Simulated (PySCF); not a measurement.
**C2H9N3Si2: density, localisation and related maps**

| atom | x (Å) | y (Å) | z (Å) |
| --- | --- | --- | --- |
| N | -1.6427 | 1.3980 | -2.2953 |
| C | -1.5917 | 0.6203 | -1.4552 |
| Si | -1.5232 | -0.6529 | -0.0749 |
| N | -2.6014 | -0.3932 | 1.2389 |
| N | 0.0393 | -0.4139 | 0.5806 |
| C | 1.2531 | -0.3040 | -0.2082 |
| Si | 2.5515 | 0.7560 | 0.7015 |
| H | -1.8958 | -1.9369 | -0.6799 |
| H | -2.4926 | 0.4337 | 1.8035 |
| H | -3.5775 | -0.5893 | 1.0995 |
| H | 0.2168 | -0.7797 | 1.5035 |
| H | 0.9866 | 0.1568 | -1.1610 |
| H | 1.6570 | -1.2971 | -0.4493 |
| H | 3.7425 | 0.8668 | -0.1399 |
| H | 2.8873 | 0.0764 | 1.9590 |
| H | 1.9832 | 2.0679 | 1.0021 |

Geometry: GFN2-xTB.

The calculation used PBE0/pcSseg-1, SCF density, gas phase, non-relativistic in PySCF.

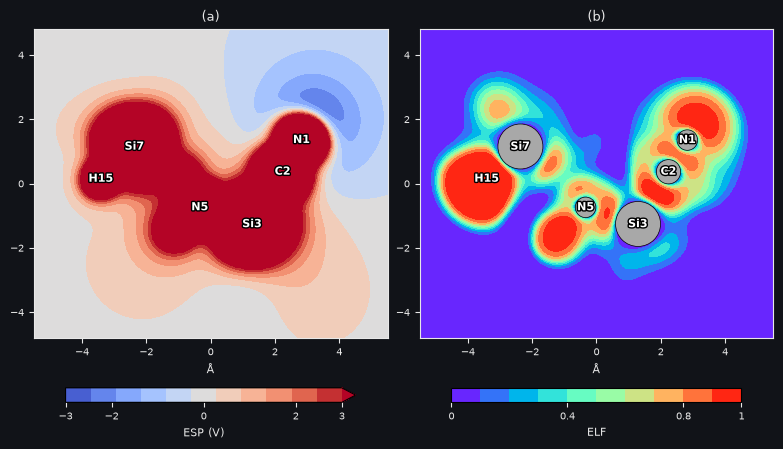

Figure 1. (a) molecular electrostatic potential; (b) electron localisation function on the plane of atoms C2, Si3 and N5. Grey discs cover the atomic cores in the ELF map.

> Describe what can be read from this map.

- The section cuts through N, C, Si and H sites.
- C–N (1.15 Å): the ELF peaks at about 0.85 between the atoms (a short, multiple covalent bond).
- Si–N (1.71 Å): the ELF peaks at about 0.90 between the atoms; a polar covalent bond.
- C–Si (1.88 Å): the ELF peaks at about 1 between the atoms (a shared electron pair).
- Si–H (1.47 Å): the ELF climbs to about 1 towards the hydrogen, as it does in any bond to H.
- The ELF also peaks beside N1, away from the bonds: lone-pair regions.
- Outside the dense part of the molecule the potential is most negative (−2.3 V) near N1.

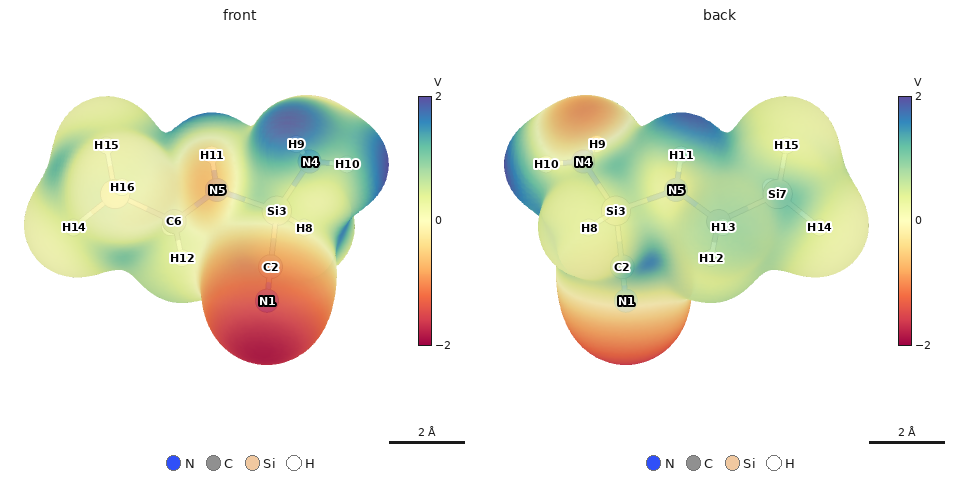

Figure 2. The molecular electrostatic potential painted on the density surface at 0.002 e/bohr³, seen from the front and from behind; red is negative and blue positive.

> Where is the surface potential most negative and most positive?

The most negative region (about −1.9 V) lies over N1, the most positive (about +1.9 V) over H9 and H10. N1 is the likeliest acceptor of a hydrogen bond.
